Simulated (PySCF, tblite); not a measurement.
# C4H4FO2S radical: geometry, infrared bands and EPR parameters

Wanted: the infrared bands and EPR parameters of C4H4FO2S radical (`OC1=C(O)S[C@@H](F)[CH]1`), by calculation.

Computed with tblite 0.8.0 and PySCF 2.14.0, with density-fitted response routines of our own, on a single molecule in the gas phase. Atoms count from 0, in the outputs and in this text.

## Step 1: The molecule as given

12 atoms, charge 0, multiplicity 2; geometry from: force field or distance geometry start.

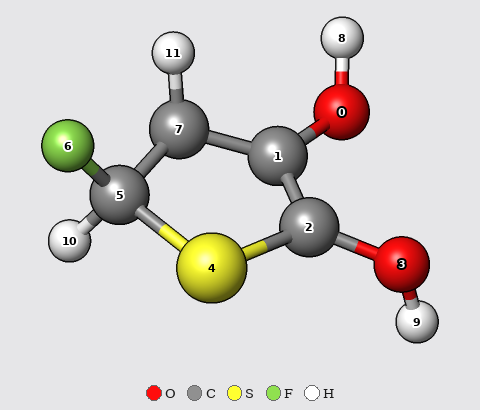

As it starts; oxygen red, carbon grey, sulfur yellow, fluorine green, hydrogen white, atoms numbered; sticks join atoms by distance.

## Step 2: Relaxing the molecule with GFN2-xTB

What the job is given:

```
{"job": {"kind": "relax", "xc": "GFN2-xTB", "basis": "xTB"}, "charge": 0, "multiplicity": 2}
O      0.930700     1.937600    -0.153700
C      0.331700     0.673800     0.047500
C      1.077700    -0.358900     0.440300
O      2.435900    -0.311800     0.658900
S      0.034600    -1.830300     0.625800
C     -1.443600    -1.024000    -0.113100
F     -2.511700    -1.267400     0.738200
C     -1.054000     0.392500    -0.113500
H      0.465600     2.769500     0.218100
H      3.069400    -0.538800    -0.087000
H     -1.670900    -1.438100    -1.108600
H     -1.664300     0.995200     0.585900
```

Launch:

```bash
$ OMP_NUM_THREADS=1 python probes_run.py task.json out
```

One launch serves the whole session: the jobs run in the order shown.

What it wrote:

```text
step      E/eV     max force
  0    -723.83770    3.209
  1    -724.14203    1.514
  2    -724.28187    1.267
  3    -724.50731    1.039
  4    -724.59846    0.696
  5    -724.64776    0.727
  6    -724.69186    0.644
  7    -724.74581    0.860
  8    -724.78398    0.685
  9    -724.81440    0.496
 10    -724.83803    0.558
 11    -724.86646    0.552
 12    -724.90046    0.568
 13    -724.92934    0.484
 14    -724.94683    0.361
 15    -724.95277    0.801
 16    -724.96404    0.227
 17    -724.96905    0.199
 18    -724.97601    0.279
 19    -724.98151    0.299
 20    -724.98713    0.246
 21    -724.99236    0.232
 22    -724.99827    0.201
 23    -725.00338    0.215
 24    -725.00661    0.144
 25    -725.00867    0.161
 26    -725.01014    0.120
 27    -725.01152    0.103
 28    -725.01258    0.118
 29    -725.01380    0.112
 30    -725.01540    0.128
 31    -725.01765    0.167
 32    -725.02032    0.143
 33    -725.02259    0.121
 34    -725.02401    0.104
 35    -725.02505    0.118
 36    -725.02611    0.137
 37    -725.02714    0.127
 38    -725.02805    0.091
 39    -725.02875    0.079
 40    -725.02927    0.066
 41    -725.02974    0.060
 42    -725.03015    0.059
 43    -725.03050    0.045
 44    -725.03078    0.041
 45    -725.03102    0.041
 46    -725.03123    0.046
 47    -725.03139    0.036
 48    -725.03152    0.036
 49    -725.03167    0.040
 50    -725.03191    0.048
 51    -725.03237    0.068
 52    -725.03336    0.168
 53    -725.03465    0.426
 54    -725.03796    0.316
 55    -725.03225    1.404
 56    -725.05227    0.517
 57    -725.06825    0.328
 58    -725.01468    2.456
 59    -725.08252    0.301
 60    -725.09167    0.349
 61    -725.07287    2.121
 62    -725.11400    0.359
 63    -725.12455    0.457
 64    -725.09319    2.149
 65    -725.14277    0.413
 66    -725.15141    0.460
 67    -725.13853    1.812
 68    -725.17185    0.391
 69    -725.18084    0.406
 70    -725.18329    1.492
 71    -725.20712    0.218
 72    -725.21479    0.192
 73    -725.22387    0.505
 74    -725.22736    0.135
 75    -725.22847    0.105
 76    -725.22961    0.053
 77    -725.23006    0.050
 78    -725.23055    0.048
 79    -725.23082    0.055
 80    -725.23113    0.062
 81    -725.23144    0.061
 82    -725.23170    0.058
 83    -725.23190    0.050
 84    -725.23210    0.041
 85    -725.23235    0.042
 86    -725.23274    0.039
 87    -725.23303    0.037
 88    -725.23323    0.032
 89    -725.23340    0.029
 90    -725.23356    0.035
 91    -725.23372    0.038
 92    -725.23384    0.027
 93    -725.23389    0.012
 94    -725.23391    0.009
```

Run time: 0.58 s. Hardware: 1 thread of Arm Neoverse V1, shared host.

Relaxation path: (not every step is listed)

| step | energy from step 0 (eV) | largest force (eV/Å) |
| --- | --- | --- |
| 0 | 0.0000 | 3.2092 |
| 1 | -0.3043 | 1.5143 |
| 2 | -0.4442 | 1.2671 |
| 3 | -0.6696 | 1.0390 |
| 4 | -0.7608 | 0.6962 |
| 5 | -0.8101 | 0.7272 |
| 6 | -0.8542 | 0.6440 |
| 7 | -0.9081 | 0.8604 |
| 8 | -0.9463 | 0.6846 |
| 16 | -1.1263 | 0.2268 |
| 24 | -1.1689 | 0.1440 |
| 32 | -1.1826 | 0.1435 |
| 40 | -1.1916 | 0.0657 |
| 48 | -1.1938 | 0.0362 |
| 56 | -1.2146 | 0.5173 |
| 64 | -1.2555 | 2.1491 |
| 72 | -1.3771 | 0.1924 |
| 80 | -1.3934 | 0.0619 |
| 88 | -1.3955 | 0.0324 |
| 89 | -1.3957 | 0.0287 |
| 90 | -1.3959 | 0.0346 |
| 91 | -1.3960 | 0.0381 |
| 92 | -1.3961 | 0.0275 |
| 93 | -1.3962 | 0.0124 |
| 94 | -1.3962 | 0.0094 |

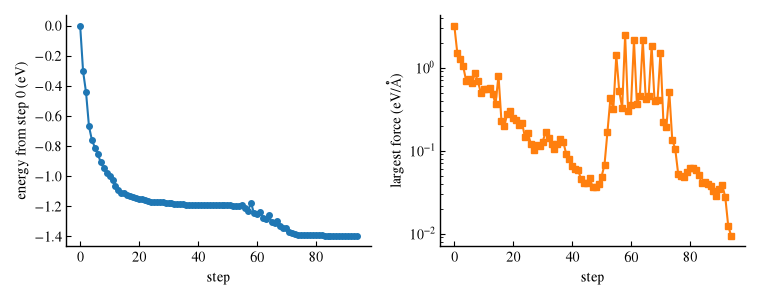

Energy and force, step by step.

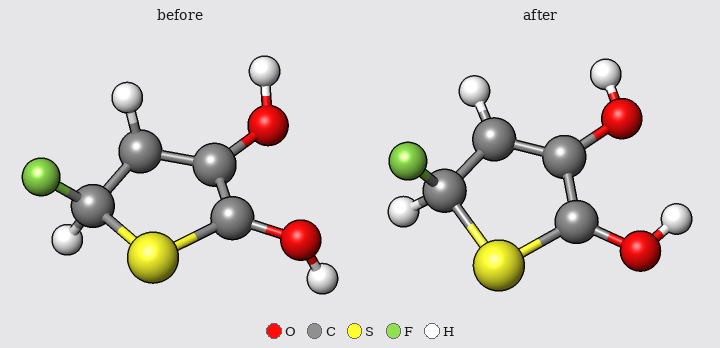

Before and after, at one scale.

Close pairs (by a distance rule), those that changed most:

| bond | before (Å) | after (Å) | change (Å) |
| --- | --- | --- | --- |
| C2–S4 | 1.813 | 1.734 | -0.079 |
| C1–C2 | 1.333 | 1.399 | +0.066 |
| O0–H8 | 1.023 | 0.963 | -0.060 |
| C1–C7 | 1.423 | 1.370 | -0.053 |
| O0–C1 | 1.413 | 1.366 | -0.047 |
| O3–H9 | 1.005 | 0.968 | -0.036 |
| C7–H11 | 1.107 | 1.073 | -0.034 |
| C2–O3 | 1.376 | 1.346 | -0.030 |

The final coordinates are the input of the step that follows.

## Step 3: Harmonic vibrations with GFN2-xTB

What the job is given:

```
{"job": {"kind": "ir", "xc": "GFN2-xTB", "basis": "xTB"}, "charge": 0, "multiplicity": 2}
O      1.061155     1.782525     0.137433
C      0.374843     0.602112     0.115361
C      1.102879    -0.584242     0.252409
O      2.435950    -0.683095     0.413285
S      0.105850    -2.000300     0.167516
C     -1.419164    -0.973430     0.031075
F     -2.220861    -1.194865     1.137291
C     -0.974654     0.435705    -0.053147
H      0.435692     2.512201     0.079648
H      2.804215     0.212262     0.420614
H     -2.006994    -1.333189    -0.822139
H     -1.697712     1.223630    -0.140653
```

What it wrote:

```text
mode    cm-1     km/mol
  1      82.9      0.48
  2     167.1      1.65
  3     244.4      5.29
  4     272.3     18.14
  5     289.6      2.59
  6     367.0     24.96
  7     397.8     15.41
  8     406.0     32.35
  9     412.1    261.46
 10     491.9      7.66
 11     514.7      1.59
 12     560.9     21.98
 13     612.6     23.45
 14     690.6     10.18
 15     733.9     10.99
 16     905.5    196.73
 17     960.8    135.87
 18    1034.8     25.45
 19    1110.5    109.81
 20    1149.2     38.59
 21    1185.4    144.59
 22    1239.4    125.33
 23    1252.6      7.90
 24    1271.1     84.01
 25    1502.0    109.83
 26    1548.4    202.49
 27    2893.7     13.50
 28    3153.2      4.39
 29    3464.2     64.40
 30    3557.5     39.63
```

It took 0.35 s on 1 thread of Arm Neoverse V1, shared host.

The strongest bands and the atoms that carry them (share of the mass-weighted mode):

| cm⁻¹ | km/mol | atoms |
| --- | --- | --- |
| 412 | 261.5 | H9 57 %, H8 14 % |
| 906 | 196.7 | C5 63 %, F6 32 % |
| 961 | 135.9 | C2 32 %, O0 17 %, C7 14 %, H9 14 % |
| 1110 | 109.8 | H8 42 %, H11 21 % |
| 1185 | 144.6 | C1 22 %, H11 19 %, C7 17 %, O0 11 % |
| 1239 | 125.3 | H9 33 %, H8 15 %, H10 15 %, C2 12 % |
| 1502 | 109.8 | C2 45 %, C1 39 % |
| 1548 | 202.5 | C1 52 %, C7 33 % |

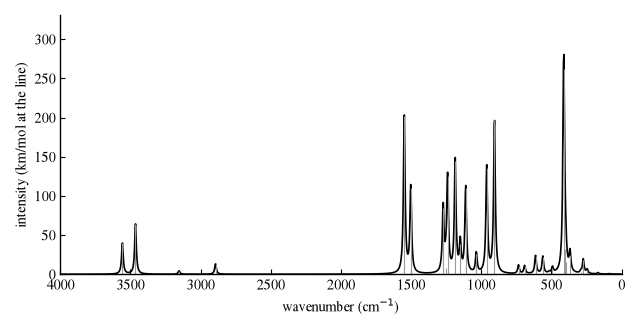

The infrared spectrum from these modes, unscaled. Lines are broadened to a width of 14 cm⁻¹ (Lorentzian).

## Step 4: EPR parameters: B3LYP/pcH-1

Settings changed since step 3:

```diff
@@ -1,2 +1,2 @@
-{"job": {"kind": "ir", "xc": "GFN2-xTB", "basis": "xTB"}, "charge": 0, "multiplicity": 2}
+{"job": {"kind": "epr", "basis": "pcH-1"}, "charge": 0, "multiplicity": 2}
 O      1.061155     1.782525     0.137433
```

With the program's defaults for keys left out, this is: UKS B3LYP, pcH-1 on C F H O S, non-relativistic, mean-field spin-orbit, GIAO.

What it wrote:

```text
UKS, coarse grid
  cycle   1  E = -803.11341647  |g| = 6.85e-01
  cycle   2  E = -802.88001964  |g| = 1.09e+00
  cycle   3  E = -803.26350277  |g| = 1.12e-01
  cycle   4  E = -803.26802061  |g| = 5.07e-02
  cycle   5  E = -803.26917873  |g| = 1.99e-02
  cycle   6  E = -803.26938265  |g| = 6.57e-03
  cycle   7  E = -803.26941568  |g| = 3.75e-03
  cycle   8  E = -803.26942716  |g| = 1.57e-03
  cycle   9  E = -803.26943046  |g| = 5.69e-04
UKS, final grid
  cycle   1  E = -803.26941733  |g| = 8.30e-04
  cycle   2  E = -803.26941679  |g| = 1.45e-03
  cycle   3  E = -803.26941763  |g| = 1.06e-04
  cycle   4  E = -803.26941763  |g| = 4.63e-05
  cycle   5  E = -803.26941764  |g| = 3.08e-05
  cycle   6  E = -803.26941764  |g| = 8.42e-06
E = -803.26941764 Eh   <S^2> = 0.7628 (exact 0.7500)
g shifts (ppm)      1          2          3
  rmc          -201       -201       -201
  gc             19         48         60
  oz_so        -850       1524       2894
  total       -1032       1371       2753
hyperfine (MHz)  atom isotope    a_iso     a_fc   dipolar eigenvalues
    0   17O       2.03       2.02     -1.95     -0.75      2.70
    1   13C     -35.38     -35.39    -10.40      4.17      6.22
    2   13C      54.17      53.95    -50.02    -49.59     99.61
    3   17O     -15.35     -15.36    -46.97     22.50     24.47
    4   33S       2.60       2.78    -11.04     -6.58     17.62
    5   13C      -2.97      -2.92     -1.50     -0.32      1.83
    6   19F     313.69     312.75    -61.39    -60.93    122.32
    7   13C      36.61      36.64    -36.65    -34.89     71.54
    8    1H      -1.40      -1.40     -1.79     -1.46      3.25
    9    1H      -8.16      -8.19     -8.53     -6.63     15.17
   10    1H      38.51      38.52     -2.44     -1.02      3.46
   11    1H     -30.15     -30.17    -18.16     -0.41     18.56
```

Wall time 67 s (1 thread of Arm Neoverse V1, shared host); peak memory 0.9 GiB.

Principal g values 2.00129, 2.00369, 2.00507; g(iso) = 2.00335, against 2.00232 for a free electron.

Hyperfine couplings, nucleus by nucleus at this fixed geometry (no averaging over rotations):

| nuclei | isotope | a(iso) (MHz) | a(iso) (G, at g = 2.0023) | largest dipolar term (MHz) |
| --- | --- | --- | --- | --- |
| F6 | 19F | 313.7 | 111.9 | 122.3 |
| C2 | 13C | 54.2 | 19.3 | 99.6 |
| H10 | 1H | 38.5 | 13.7 | 3.5 |
| C7 | 13C | 36.6 | 13.1 | 71.5 |
| C1 | 13C | -35.4 | -12.6 | -10.4 |
| H11 | 1H | -30.2 | -10.8 | 18.6 |
| O3 | 17O | -15.3 | -5.5 | -47.0 |
| H9 | 1H | -8.2 | -2.9 | 15.2 |
| C5 | 13C | -3.0 | -1.1 | 1.8 |
| S4 | 33S | 2.6 | 0.9 | 17.6 |
| O0 | 17O | 2.0 | 0.7 | 2.7 |
| H8 | 1H | -1.4 | -0.5 | 3.3 |

Mulliken spin populations:

| atom | value (e) |
| --- | --- |
| O0 | 0.00 |
| C1 | -0.11 |
| C2 | 0.49 |
| O3 | 0.09 |
| S4 | 0.06 |
| C5 | -0.01 |
| F6 | 0.02 |
| C7 | 0.45 |
| H8 | 0.00 |
| H9 | 0.00 |
| H10 | 0.01 |
| H11 | -0.02 |

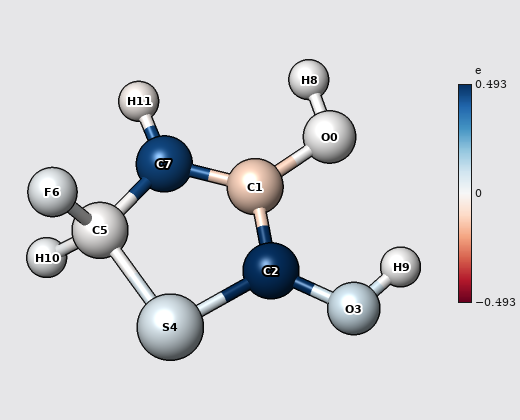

Mulliken spin populations, as colours on the atoms.

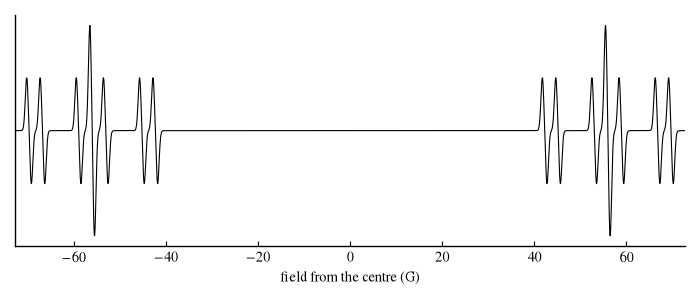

First-order isotropic spectrum (first derivative, main isotopes with spin only, couplings over 0.8 MHz, Gaussian width 0.3 G; couplings of the frozen geometry, rotation of groups not averaged beyond the rows shown).

Orbitals, density, ELF and potential are computed afterwards from the orbital file.

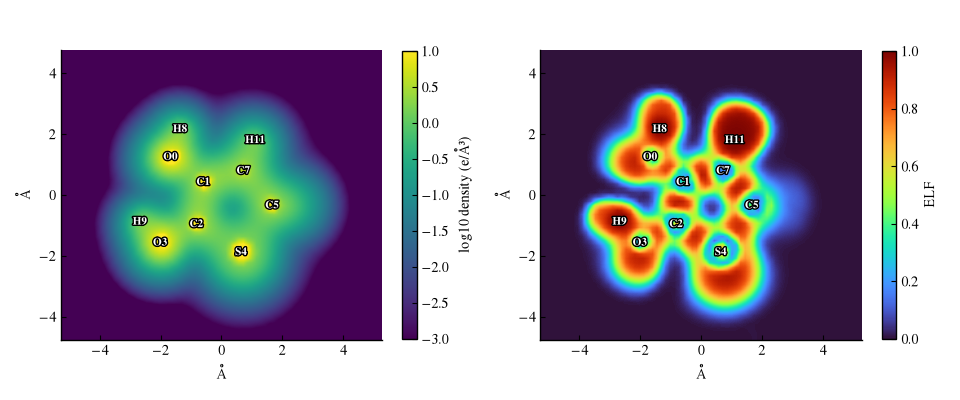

Density (left) and ELF (right) in a plane through or near 10 of the atoms.

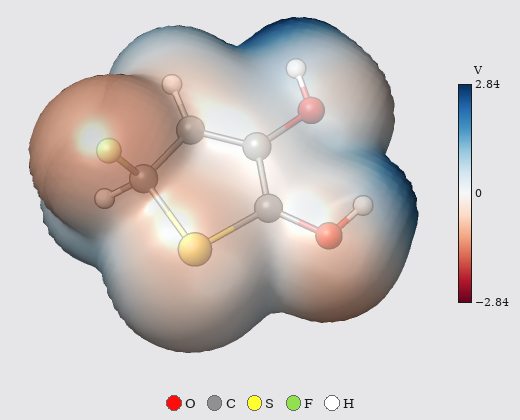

The potential that a unit positive charge feels on the 0.002 e/bohr³ surface, from -1.15 V near F6 to 2.84 V near H8.

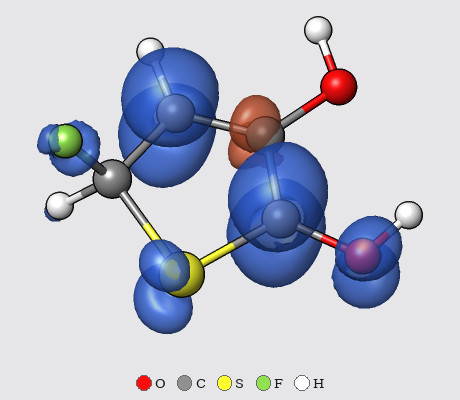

Spin density at ±0.03 e/Å³ (alpha excess blue, beta excess red).

## Step 5: Summary of results

| quantity | value |
| --- | --- |
| strongest single infrared mode (GFN2-xTB) | 412 cm⁻¹, 261 km/mol |
| zero-point energy (GFN2-xTB) | 46.4 kcal/mol |
| g(iso) (B3LYP) | 2.00335 |
| ⟨S²⟩ | 0.763 (exact 0.75) |
| largest a(iso) | 19F on F6, 313.7 MHz |
| potential on the surface of density 0.002 e/bohr³, 1st and 99th percentile | -1.15 V and 2.84 V |

**Reading.** The optimisation took 94 steps and gained 1.396 eV; among the close pairs (by a distance rule), C2–S4 changed most, from 1.813 to 1.734 Å. All 30 modes are real, so the xTB geometry is a minimum. The strongest single mode, at 412 cm⁻¹, moves mainly H9. Unscaled tight-binding wavenumbers are off by several per cent, some by more. Its intensities can rank the bands wrongly. The largest spin populations lie on C2 (0.49 e), C7 (0.45 e). The isotropic g lies 1.0 ppt above the free-electron value.
